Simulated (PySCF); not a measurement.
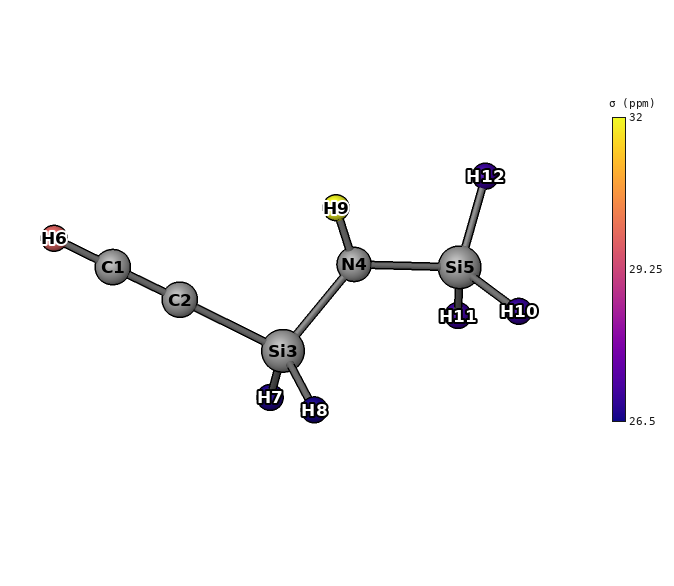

Atoms are coloured by their isotropic NMR shieldings (H only, the others grey). The computed structure is the end point of a GFN2-xTB optimisation. No frequency run is at hand to confirm it as a minimum. Method: GIAO PBE0/pcSseg-1 NMR shielding, non-relativistic, gas phase (PySCF 2.14.0).

List the isotropic NMR shieldings of the H atoms.

```json
{"atom": "H6", "σ (ppm)": "29.79"}
{"atom": "H7", "σ (ppm)": "26.68"}
{"atom": "H8", "σ (ppm)": "26.60"}
{"atom": "H9", "σ (ppm)": "31.95"}
{"atom": "H10", "σ (ppm)": "26.93"}
{"atom": "H11", "σ (ppm)": "27.00"}
{"atom": "H12", "σ (ppm)": "26.98"}
```

The geometry is semi-empirical. Around Si such bond lengths and angles can be off by a tenth of an ångström or more and by several degrees, and values that hang on the shape move with them.
